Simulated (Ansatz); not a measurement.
## Electronic structure of F2H4In2O2 in real space

```xyz
10

F     1.0909   -0.5539   -1.6554
F     0.4225   -3.4171   -0.7833
In    0.3319    0.3940    0.3328
In   -0.3065   -2.0159   -2.0490
O    -1.3576   -0.9337   -0.6138
O     1.0962   -1.8296    1.1042
H    -2.0028   -1.3975   -0.0678
H     0.8392   -2.5511    0.4668
H     2.0557   -1.8978    1.1709
H    -0.7440   -2.4366   -3.6309
```

Geometry: PBE0-D4/def2-SVP; core potentials replace the inner electrons of In.

All numbers below come from Ansatz 0.2.0, isolated molecule in a Gaussian basis; Kohn-Sham density functional theory, functional PBE0.

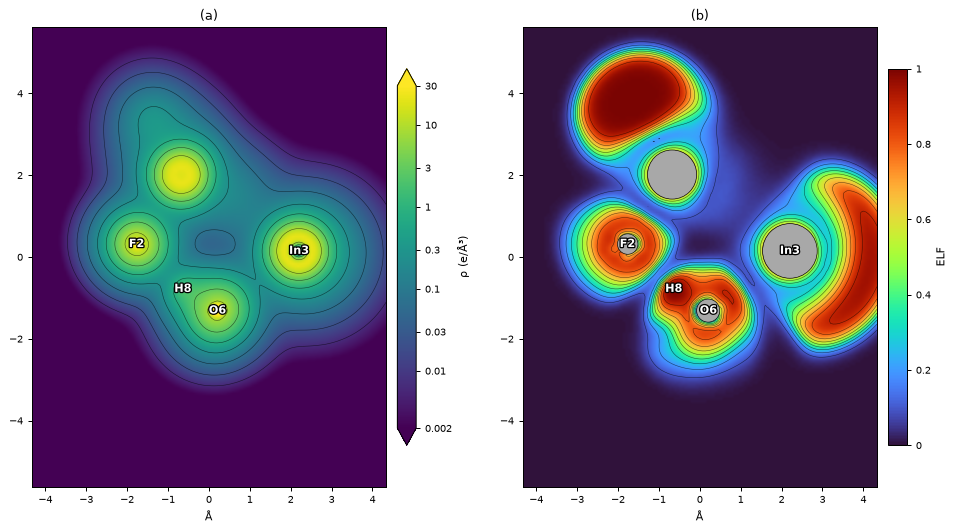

Figure 1. (a) electron density; (b) ELF on the plane of atoms In3, O6 and H8. Grey discs cover the atomic cores in the ELF map.

Q: Interpret the plot.

A: The plane passes through F, In, O and H nuclei. The ELF also peaks beside F2, away from the bonds: lone-pair regions.

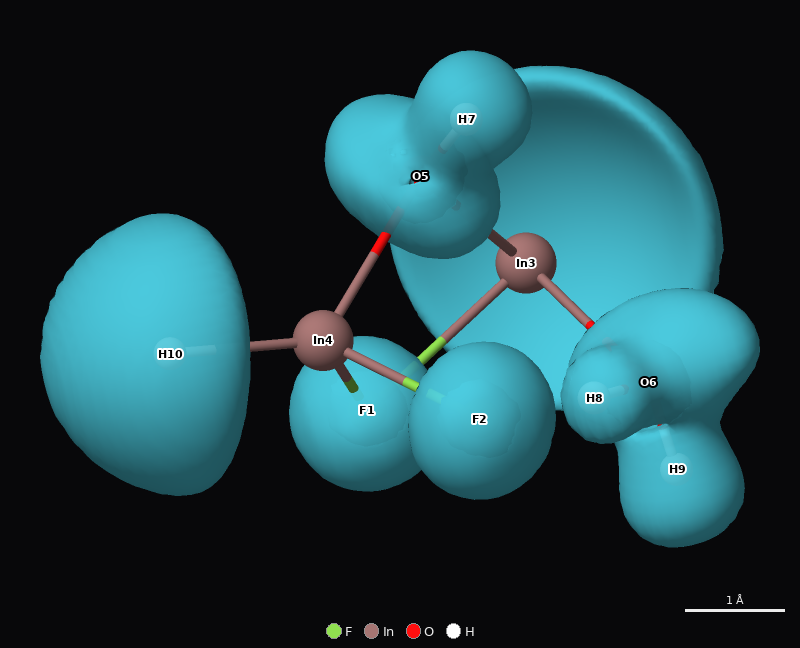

Figure 2. Isosurface of the electron localisation function at 0.75 (cyan), seen at an oblique angle. Core shells and regions of very low density are left out.

Q: Identify the bonds, lone pairs and shells in this picture.

A: At this value the surface marks out one region around a hydrogen nucleus, one lobe on In, pointing away from the bonds (lone pairs), two regions wrapped around F (the valence shell of each) and two joined regions spread over several atoms (H, O), in which their bonds and any lone pairs are merged.


In–F (2.02 Å): the ELF peaks at about 0.85 in the valence shell of F, 0.5 Å from its nucleus, and drops to about 0.10 between the two atoms. In–O (2.08 Å): the ELF peaks at about 0.85 in the valence shell of O, 0.6 Å from its nucleus, and drops to about 0.10 between the two atoms.

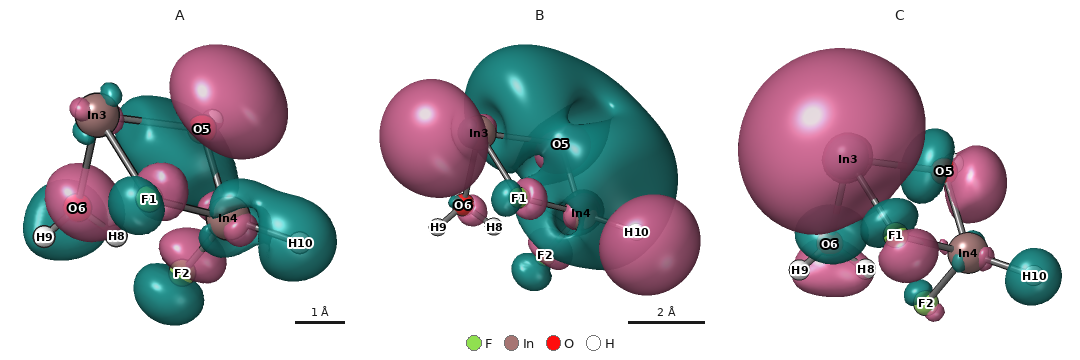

Figure 3. Three frontier orbitals at ±0.05 Å⁻³ᐟ² (teal and pink are the two phases), in no order.

Q: Order the three orbitals by energy and name them.

A: A is the HOMO−1 (−9.13 eV). Its weight (Hirshfeld) is mainly on O5 (about 70 %), O6 (about 5 %) and In4 (about 5 %); largely a lone pair of O5. C is the HOMO (−6.66 eV). It lies mainly on In3 (about 75 %) and O5 (about 10 %). B is the LUMO (−0.95 eV). By Hirshfeld shares it lies mainly on In4 (about 40 %), In3 (about 25 %), H10 (about 10 %), H7 (about 10 %) and O5 (about 10 %).

Q: What is the HOMO–LUMO gap?

A: 5.71 eV between the orbital energies.
